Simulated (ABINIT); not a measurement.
# A GW chain in ABINIT: CsCu2I3 (Cmcm)

Wanted: ground state, empty states, screening and self-energy for CsCu2I3 (Cmcm).

Calculated with ABINIT 10.8.3; LDA and many-body steps on it, plane waves.

### Step 1. Starting point

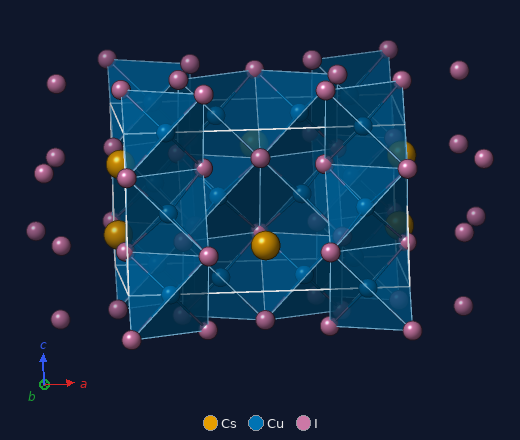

The starting structure, seen slightly off an axis (caesium orange, copper blue, iodine pink). This picture shows the conventional cell, with its axes. Some periodic images of atoms are drawn too.

The cell and positions come from the Crystallography Open Database and are kept as given unless a step says otherwise. Spin-orbit coupling is left out unless a step names it.

### Step 2. Ground state

This step: ABINIT 10.8.3; DFT, LDA, plane waves, norm-conserving pseudopotentials.

The ground-state density comes first.

run.abi reads:

```
acell 3*1.0 Angstrom
rprim 
  5.273950000000 -6.586250000000 0.000000000000
  5.273950000000 6.586250000000 0.000000000000
  0.000000000000 0.000000000000 6.097180000000
ntypat 3
znucl 55 29 53
natom 12
typat 1 1 2 2 2 2 3 3 3 3 3 3
xred 
  0.327800000000 0.672200000000 0.250000000000
  0.672200000000 0.327800000000 0.750000000000
  0.851000000000 0.851000000000 0.000000000000
  0.149000000000 0.149000000000 0.500000000000
  0.149000000000 0.149000000000 0.000000000000
  0.851000000000 0.851000000000 0.500000000000
  0.879600000000 0.120400000000 0.250000000000
  0.120400000000 0.879600000000 0.750000000000
  0.836000000000 0.598000000000 0.250000000000
  0.164000000000 0.402000000000 0.750000000000
  0.598000000000 0.836000000000 0.750000000000
  0.402000000000 0.164000000000 0.250000000000
pp_dirpath "pseudos"
pseudos "Cs.upf, Cu.upf, I.upf"
ecut 38
ngkpt 2 2 4
nshiftk 1
shiftk 0 0 0
kptopt 1
chksymbreak 0
nband 78
occopt 1
tolvrs 1e-08
nstep 60
prtwf 0
optforces 0
optstress 0
indata_prefix "in"
outdata_prefix "out"
tmpdata_prefix "tmp"
```

Launch:

```
$ OMP_NUM_THREADS=1 mpirun -n 4 abinit run.abi > log
```

Numbers of over 12 decimals in the logs are rounded to 6 here.

Log:

```text
.Version 10.8.3 of ABINIT. v10.8.2 released Aug 2026.

 Symmetries : space group Cm c m (# 63); Bravais oC (1-face-center ortho.)
================================================================================
 Values of the parameters that define the memory need of the present run
     intxc =       0    ionmov =       0      iscf =       7    lmnmax =       8
     lnmax =       8     mgfft =      90  mpssoang =       4    mqgrid =    4318
     natom =      12  nloc_mem =       1    nspden =       1   nspinor =       1
    nsppol =       1      nsym =       8    n1xccc =    2501    ntypat =       3
    occopt =       1   xclevel =       1
-    mband =          78        mffmem =           1         mkmem =           3
       mpw =       31996          nfft =      518400          nkpt =           9
================================================================================
  Rough estimation (10% accuracy) of disk space for files :
================================================================================

--------------------------------------------------------------------------------
------------- Echo of variables that govern the present computation ------------
--------------------------------------------------------------------------------
 -outvars: echo values of preprocessed input variables --------
            acell      1.8897261259E+00  1.8897261259E+00  1.8897261259E+00 Bohr

      chksymbreak           0
             ecut      3.80000000E+01 Hartree
-          fftalg         312

              ixc       -1012
              kpt      0.00000000E+00  0.00000000E+00  0.00000000E+00
                       5.00000000E-01  0.00000000E+00  0.00000000E+00
                       5.00000000E-01  5.00000000E-01  0.00000000E+00
                       0.00000000E+00  0.00000000E+00  2.50000000E-01
                       5.00000000E-01  0.00000000E+00  2.50000000E-01
                       5.00000000E-01  5.00000000E-01  2.50000000E-01
                       0.00000000E+00  0.00000000E+00  5.00000000E-01
                       5.00000000E-01  0.00000000E+00  5.00000000E-01
                       5.00000000E-01  5.00000000E-01  5.00000000E-01
         kptrlatt        2    0    0      0    2    0      0    0    4
          kptrlen      3.18895385E+01
P           mkmem           3
            natom          12
            nband          78
            ngfft          90      90      64
             nkpt           9
            nstep          60
             nsym           8
           ntypat           3
              occ      2.000000  2.000000  2.000000  2.000000  2.000000  2.000000
                       2.000000  2.000000  2.000000  2.000000  2.000000  2.000000
                       2.000000  2.000000  2.000000  2.000000  2.000000  2.000000
                       2.000000  2.000000  2.000000  2.000000  2.000000  2.000000
                       2.000000  2.000000  2.000000  2.000000  2.000000  2.000000
                       2.000000  2.000000  2.000000  2.000000  2.000000  2.000000
                       2.000000  2.000000  2.000000  2.000000  2.000000  2.000000
                       2.000000  2.000000  2.000000  2.000000  2.000000  2.000000
                       2.000000  2.000000  2.000000  2.000000  2.000000  2.000000
                       2.000000  2.000000  2.000000  2.000000  2.000000  2.000000
                       2.000000  2.000000  2.000000  2.000000  2.000000  2.000000
                       2.000000  2.000000  0.000000  0.000000  0.000000  0.000000
                       0.000000  0.000000  0.000000  0.000000  0.000000  0.000000
        optforces           0
        optstress           0
            prtwf           0
            rprim      5.2739500000E+00 -6.5862500000E+00  0.0000000000E+00
                       5.2739500000E+00  6.5862500000E+00  0.0000000000E+00
                       0.0000000000E+00  0.0000000000E+00  6.0971800000E+00
          spgroup          63

           tolvrs      1.00000000E-08

             xred      3.2780000000E-01  6.7220000000E-01  2.5000000000E-01
[...]
znucl       55.00000   29.00000   53.00000

================================================================================

 chkinp: Checking input parameters for consistency.

================================================================================
== DATASET  1 ==================================================================
-   mpi_nproc: 4, omp_nthreads: 1 (-1 if OMP is not activated)

--- !DatasetInfo
iteration_state: {dtset: 1, }
dimensions: {natom: 12, nkpt: 9, mband: 78, nsppol: 1, nspinor: 1, nspden: 1, mpw: 31996, }
cutoff_energies: {ecut:  38.0, pawecutdg:  -1.0, }
electrons: {nelect:   1.36000000E+02, charge:   0.00000000E+00, occopt:   1.00000000E+00, tsmear:   1.00000000E-02, }

 Real(R)+Recip(G) space primitive vectors, cartesian coordinates (Bohr,Bohr^-1):
 R(1)=  9.9663211-12.4462087  0.0000000  G(1)=  0.0501690 -0.0401729  0.0000000
 R(2)=  9.9663211 12.4462087  0.0000000  G(2)=  0.0501690  0.0401729  0.0000000
 R(3)=  0.0000000  0.0000000 11.5220003  G(3)=  0.0000000  0.0000000  0.0867905
 Unit cell volume ucvol=  2.8584450E+03 bohr^3
 Angles (23,13,12)=  9.00000000E+01  9.00000000E+01  1.02627889E+02 degrees

 getcut: wavevector=  0.0000  0.0000  0.0000  ngfft=  90  90  64
[...]
tolerances: {tolvrs: 1.00E-08, }

     iter   Etot(hartree)      deltaE(h)  residm     vres2
 ETOT  1  -779.04650678202    -7.790E+02 8.160E-02 9.591E+05
 ETOT  2  -763.89492920109     1.515E+01 3.831E-01 1.477E+06
 ETOT  3  -862.34502452209    -9.845E+01 1.644E-01 2.346E+05
 ETOT  4  -876.98277997246    -1.464E+01 3.374E-02 7.706E+04
 ETOT  5  -879.46122105271    -2.478E+00 3.856E-02 5.000E+04
 ETOT  6  -881.07816615257    -1.617E+00 1.208E-02 2.769E+04
 ETOT  7  -881.92604620528    -8.479E-01 4.492E-03 1.644E+04
 ETOT  8  -882.19021699950    -2.642E-01 2.678E-03 1.160E+04
 ETOT  9  -882.35233800715    -1.621E-01 4.415E-02 9.576E+03
 ETOT 10  -883.01785323464    -6.655E-01 6.455E-03 8.667E+01
[...]
ETOT 18  -883.04507308333    -2.092E-07 4.796E-04 1.125E-04
 ETOT 19  -883.04507309576    -1.242E-08 1.476E-03 8.226E-06
 ETOT 20  -883.04507309626    -5.077E-10 4.469E-04 1.638E-07
 ETOT 21  -883.04507309620     6.071E-11 8.704E-04 6.009E-08
 ETOT 22  -883.04507309625    -4.945E-11 1.814E-04 1.857E-09

 At SCF step   22       vres2   =  1.86E-09 < tolvrs=  1.00E-08 =>converged.

--- !ResultsGS
iteration_state: {dtset: 1, }
comment   : Summary of ground state results
lattice_vectors:
- [  9.9663211, -12.4462087,   0.0000000, ]
- [  9.9663211,  12.4462087,   0.0000000, ]
- [  0.0000000,   0.0000000,  11.5220003, ]
lattice_lengths: [  15.94477,   15.94477,   11.52200, ]
lattice_angles: [ 90.000,  90.000, 102.628, ] # degrees, (23, 13, 12)
lattice_volume:   2.8584450E+03
convergence: {deltae: -4.945E-11, res2:  1.857E-09, residm:  1.814E-04, diffor:  0.000E+00, }
etotal    :  -8.83045073E+02
entropy   :   0.00000000E+00
fermie    :   1.02458717E-01
cartesian_stress_tensor: null
pressure_GPa: null
xred      :
- [  3.2780E-01,   6.7220E-01,   2.5000E-01, Cs]
- [  6.7220E-01,   3.2780E-01,   7.5000E-01, Cs]
- [  8.5100E-01,   8.5100E-01,   0.0000E+00, Cu]
- [  1.4900E-01,   1.4900E-01,   5.0000E-01, Cu]
- [  1.4900E-01,   1.4900E-01,   0.0000E+00, Cu]
- [  8.5100E-01,   8.5100E-01,   5.0000E-01, Cu]
- [  8.7960E-01,   1.2040E-01,   2.5000E-01,  I]
- [  1.2040E-01,   8.7960E-01,   7.5000E-01,  I]
- [  8.3600E-01,   5.9800E-01,   2.5000E-01,  I]
- [  1.6400E-01,   4.0200E-01,   7.5000E-01,  I]
- [  5.9800E-01,   8.3600E-01,   7.5000E-01,  I]
- [  4.0200E-01,   1.6400E-01,   2.5000E-01,  I]
cartesian_forces: null
force_length_stats: {min: null, max: null, mean: null, }

 Integrated electronic density in atomic spheres:
 ------------------------------------------------
 Atom  Sphere_radius  Integrated_density
[...]
================================================================================

 ----iterations are completed or convergence reached----

 Mean square residual over all n,k,spin=   47.687E-08; max=  18.136E-05
 reduced coordinates (array xred) for   12 atoms
[...]
0.120400000000      0.879600000000      0.750000000000
       0.836000000000      0.598000000000      0.250000000000
       0.164000000000      0.402000000000      0.750000000000
       0.598000000000      0.836000000000      0.750000000000
       0.402000000000      0.164000000000      0.250000000000
 rms dE/dt=  0.0000E+00; max dE/dt=  0.0000E+00; dE/dt below (all hartree)
    1       0.000000000000      0.000000000000      0.000000000000
    2       0.000000000000      0.000000000000      0.000000000000
    3       0.000000000000      0.000000000000      0.000000000000
    4       0.000000000000      0.000000000000      0.000000000000
    5       0.000000000000      0.000000000000      0.000000000000
    6       0.000000000000      0.000000000000      0.000000000000
    7       0.000000000000      0.000000000000      0.000000000000
    8       0.000000000000      0.000000000000      0.000000000000
    9       0.000000000000      0.000000000000      0.000000000000
   10       0.000000000000      0.000000000000      0.000000000000
[...]
cartesian coordinates (angstrom) at end:
[...]
8      5.273950     5.000281     4.572885
    9      7.562844    -1.567527     1.524295
   10      2.985056     1.567527     4.572885
   11      7.562844     1.567527     4.572885
   12      2.985056    -1.567527     1.524295
 length scales=  1.889726125908  1.889726125908  1.889726125908 bohr
              =  1.000000000000  1.000000000000  1.000000000000 angstroms
 prteigrs : about to open file out_EIG
 Fermi (or HOMO) energy (hartree) =   0.10246   Average Vxc (hartree)=  -0.32227
 Eigenvalues (hartree) for nkpt=   9  k points:
 kpt#   1, nband= 78, wtk=  0.06250, kpt=  0.0000  0.0000  0.0000 (reduced coord)
  -3.95537   -3.95537   -3.95536   -3.95535   -2.40673   -2.40673   -2.40646   -2.40646
  -2.40614   -2.40613   -2.40612   -2.40611   -2.40611   -2.40609   -2.40605   -2.40603
  -0.69243   -0.69229   -0.38951   -0.37610   -0.36336   -0.36087   -0.35845   -0.35685
  -0.20878   -0.20793   -0.20710   -0.20574   -0.20486   -0.20459   -0.08560   -0.07921
  -0.06886   -0.04397   -0.03516   -0.02598   -0.02509   -0.01573   -0.01300   -0.00935
  -0.00929   -0.00734   -0.00603    0.00002    0.00049    0.00676    0.02208    0.02426
   0.02951    0.03657    0.04129    0.04642    0.04817    0.04945    0.05329    0.05333
   0.05526    0.05767    0.06105    0.06804    0.07054    0.07085    0.07215    0.07537
   0.07779    0.09473    0.09551    0.10246    0.16670    0.20831    0.21121    0.21149
   0.21750    0.21884    0.22589    0.23492    0.24817    0.27172
 prteigrs : prtvol=0 or 1, do not print more k-points.

--- !EnergyTerms
iteration_state     : {dtset: 1, }
comment             : Components of total free energy in Hartree
kinetic             :  3.78379493986921E+02
hartree             :  4.98997518644538E+02
xc                  : -1.29847574936094E+02
Ewald energy        : -2.92500950289781E+02
psp_core            :  1.11109159500902E+01
local_psp           : -1.23283070112989E+03
non_local_psp       : -1.16353775322034E+02
total_energy        : -8.83045073096252E+02
total_energy_eV     : -2.40288805566326E+04
band_energy         : -9.73283261313788E+01

== END DATASET(S) ==============================================================
================================================================================

 -outvars: echo values of variables after computation  --------
           etotal     -8.8304507310E+02
            nband          78
             nkpt           9
          spgroup          63
 [... the other variables as echoed above ...]

 Calculation completed.
```

Wall time 18 min (4 MPI ranks of Arm Neoverse V1, shared host); peak memory 1 GiB; 73 min of CPU time.

Numbers from this step:

- total energy: -24028.8806 eV
- gap: 1.748 eV
- k of the valence top: 0, 0, 0
- k of the conduction bottom: 0, 0, 0
- least direct gap: 1.748 eV

The gap is direct, at Γ.

### Step 3. Empty states on the mesh, 2×2×2 mesh, 332 bands

The sums over transitions need many empty states on a uniform mesh; this step solves for them.

Edit run.abi of step 2 so:

```diff
@@ -25,3 +25,3 @@
 ecut 38
-ngkpt 2 2 4
+ngkpt 2 2 2
 nshiftk 1
@@ -30,9 +30,10 @@
 chksymbreak 0
-nband 78
-occopt 1
-tolvrs 1e-08
+iscf -2
+irdden 1
+istwfk *1
+nband 332
+nbdbuf 30
+tolwfr 1e-09
 nstep 60
-prtwf 0
-optforces 0
-optstress 0
+prtvol 0
 indata_prefix "in"
```

Log:

```text
.Version 10.8.3 of ABINIT. v10.8.2 released Aug 2026.

 Symmetries : space group Cm c m (# 63); Bravais oC (1-face-center ortho.)
[... echo of the input left out ...]
== DATASET  1 ==================================================================
-   mpi_nproc: 4, omp_nthreads: 1 (-1 if OMP is not activated)

--- !DatasetInfo
iteration_state: {dtset: 1, }
dimensions: {natom: 12, nkpt: 6, mband: 332, nsppol: 1, nspinor: 1, nspden: 1, mpw: 32052, }
cutoff_energies: {ecut:  38.0, pawecutdg:  -1.0, }
electrons: {nelect:   1.36000000E+02, charge:   0.00000000E+00, occopt:   1.00000000E+00, tsmear:   1.00000000E-02, }

 Real(R)+Recip(G) space primitive vectors, cartesian coordinates (Bohr,Bohr^-1):
 R(1)=  9.9663211-12.4462087  0.0000000  G(1)=  0.0501690 -0.0401729  0.0000000
 R(2)=  9.9663211 12.4462087  0.0000000  G(2)=  0.0501690  0.0401729  0.0000000
 R(3)=  0.0000000  0.0000000 11.5220003  G(3)=  0.0000000  0.0000000  0.0867905
 Unit cell volume ucvol=  2.8584450E+03 bohr^3
 Angles (23,13,12)=  9.00000000E+01  9.00000000E+01  1.02627889E+02 degrees

 getcut: wavevector=  0.0000  0.0000  0.0000  ngfft=  90  90  64
         ecut(hartree)=     38.000   => boxcut(ratio)=   2.00168

--- Pseudopotential description ------------------------------------------------
- Cs Generated using ONCVPSP code by D. R. Hamann
- 55.00000   9.00000  201201                  znucl, zion, pspdat
12 -1012 3 -1 2328                            pspcod,pspxc,lmax,lloc,mmax
     nproj     2     2     2     2
  pspatm : epsatm=   21.68725381
         --- l  ekb(1:nproj) -->
             0    6.247599    0.778427
             1    6.343167    0.797067
             2    3.778962    0.917083
[...]
pspatm: atomic psp has been read  and splines computed

- Cu Generated using ONCVPSP code by D. R. Hamann
- 29.00000  19.00000  180309                  znucl, zion, pspdat
12 -1012 2 -1 1456                            pspcod,pspxc,lmax,lloc,mmax
     nproj     2     2     2     0
  pspatm : epsatm=   21.75811831
         --- l  ekb(1:nproj) -->
[...]
pspatm: atomic psp has been read  and splines computed

- I Generated using ONCVPSP code by D. R. Hamann
- 53.00000   7.00000  180309                  znucl, zion, pspdat
12 -1012 2 -1 1182                            pspcod,pspxc,lmax,lloc,mmax
     nproj     2     2     2     0
  pspatm : epsatm=   17.18700033
         --- l  ekb(1:nproj) -->
[...]
pspatm: atomic psp has been read  and splines computed

--------------------------------------------------------------------------------

================================================================================
 prteigrs : about to open file out_EIG
 Non-SCF case, kpt    1 (  0.00000  0.00000  0.00000), residuals and eigenvalues=
  6.67E-10  7.54E-10  5.96E-10  6.39E-10  6.12E-10  6.91E-10  7.16E-10  8.00E-10
[...]
-2.4065E+00 -2.4065E+00 -2.4061E+00 -2.4061E+00 -2.4061E+00 -2.4061E+00
 -2.4061E+00 -2.4061E+00 -2.4060E+00 -2.4060E+00 -6.9243E-01 -6.9229E-01
[...]
1.3991E+00  1.4031E+00  1.4034E+00  1.4035E+00  1.4080E+00  1.4153E+00
  1.4167E+00  1.4221E+00  1.4256E+00  1.4365E+00  1.4386E+00  1.4452E+00
  1.4482E+00  1.4561E+00
 prteigrs : prtvol=0 or 1, do not print more k-points.

--- !ResultsGS
iteration_state: {dtset: 1, }
comment   : Summary of ground state results
lattice_vectors:
- [  9.9663211, -12.4462087,   0.0000000, ]
- [  9.9663211,  12.4462087,   0.0000000, ]
- [  0.0000000,   0.0000000,  11.5220003, ]
lattice_lengths: [  15.94477,   15.94477,   11.52200, ]
lattice_angles: [ 90.000,  90.000, 102.628, ] # degrees, (23, 13, 12)
lattice_volume:   2.8584450E+03
convergence: {deltae:  0.000E+00, res2:  0.000E+00, residm:  9.982E-10, diffor:  0.000E+00, }
etotal    :  -8.83045073E+02
entropy   :   0.00000000E+00
fermie    :   1.02458717E-01
cartesian_stress_tensor: null
pressure_GPa: null
xred      :
- [  3.2780E-01,   6.7220E-01,   2.5000E-01, Cs]
- [  6.7220E-01,   3.2780E-01,   7.5000E-01, Cs]
- [  8.5100E-01,   8.5100E-01,   0.0000E+00, Cu]
- [  1.4900E-01,   1.4900E-01,   5.0000E-01, Cu]
- [  1.4900E-01,   1.4900E-01,   0.0000E+00, Cu]
- [  8.5100E-01,   8.5100E-01,   5.0000E-01, Cu]
- [  8.7960E-01,   1.2040E-01,   2.5000E-01,  I]
- [  1.2040E-01,   8.7960E-01,   7.5000E-01,  I]
- [  8.3600E-01,   5.9800E-01,   2.5000E-01,  I]
- [  1.6400E-01,   4.0200E-01,   7.5000E-01,  I]
- [  5.9800E-01,   8.3600E-01,   7.5000E-01,  I]
- [  4.0200E-01,   1.6400E-01,   2.5000E-01,  I]
cartesian_forces: null
force_length_stats: {min: null, max: null, mean: null, }

 Integrated electronic density in atomic spheres:
 ------------------------------------------------
 Atom  Sphere_radius  Integrated_density
[...]
================================================================================

 ----iterations are completed or convergence reached----

 Mean square residual over all n,k,spin=   56.346E-11; max=  99.819E-11
 reduced coordinates (array xred) for   12 atoms
[...]
0.598000000000      0.836000000000      0.750000000000
       0.402000000000      0.164000000000      0.250000000000

 cartesian coordinates (angstrom) at end:
    1      5.273950     2.268305     1.524295
    2      5.273950    -2.268305     4.572885
[...]
12      2.985056    -1.567527     1.524295
 length scales=  1.889726125908  1.889726125908  1.889726125908 bohr
              =  1.000000000000  1.000000000000  1.000000000000 angstroms
 prteigrs : about to open file out_EIG
 Eigenvalues (hartree) for nkpt=   6  k points:
 kpt#   1, nband=332, wtk=  0.12500, kpt=  0.0000  0.0000  0.0000 (reduced coord)
[...]
1.36112    1.37313    1.37758    1.37769    1.38118    1.38393    1.39912    1.40305
   1.40344    1.40353    1.40796    1.41528    1.41674    1.42207    1.42557    1.43647
   1.43857    1.44519    1.44823    1.45610
 prteigrs : prtvol=0 or 1, do not print more k-points.

== END DATASET(S) ==============================================================
================================================================================

 -outvars: echo values of variables after computation  --------
            nband         332
             nkpt           6
          spgroup          63
 [... the other variables as echoed above ...]

 Calculation completed.
```

Wall time 31 min (4 MPI ranks); peak memory 1.6 GiB.

Numbers from this step:

| Item | Value |
| --- | --- |
| gap | 1.748 eV |
| k of the valence top | 0, 0, 0 |
| k of the conduction bottom | 0, 0, 0 |
| least direct gap | 1.748 eV |
| k points computed | 6 |
| lowest point of the top converged band, above the valence top | 33.27 eV |

On this mesh the gap is 1.748 eV.

(Part 1 of 2 ends here.)

[Paths, hosts, dates, memory and timing lines, banners, echoed tables and standing remarks are left out of the program output.]

[Logs are printed without paths, hosts, clocks, repeated set-up lines and the standing remarks that a program may print on its own settings, such as how far it seeks lower states.]

[Runs of the session that timed out or met a known fault of the program may be left out.]

[Hosts, paths, dates, database ids (printed as entryN), source tags and the programs' standing remarks are cut or masked in the printed files.]

[G0W0 gaps are taken among the corrected bands and points alone; a level outside them can change the order at an edge.]

[Where Ansatz stands beside ABINIT at settings called matched, ABINIT's density can come from a denser mesh and the files from another edition; pairs whose starting gaps differed by over 0.03 eV were left out, so agreement reads better than it is.]
